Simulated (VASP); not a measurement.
Band structure of RbAu5 (space group P6/mmm). Level of theory: PBEsol GGA, VASP's PBE PAW potentials (set 64) (plane waves; VASP).

Unless said otherwise, spin-orbit coupling is left out, though it shifts the bands of the heavy elements here.

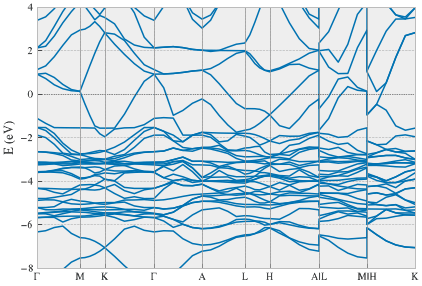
Fig. 1. Bands along high-symmetry lines, zero at the valence-band maximum or, without a gap, the Fermi level

Read the plot: is there a gap, and where are the band edges?

It has no gap at this level: it comes out as a metal or semimetal.

The structure comes from a computed database's RbAu5 entry (P6/mmm); how it stands against other phases isn't given here. The cell was not relaxed at this level.
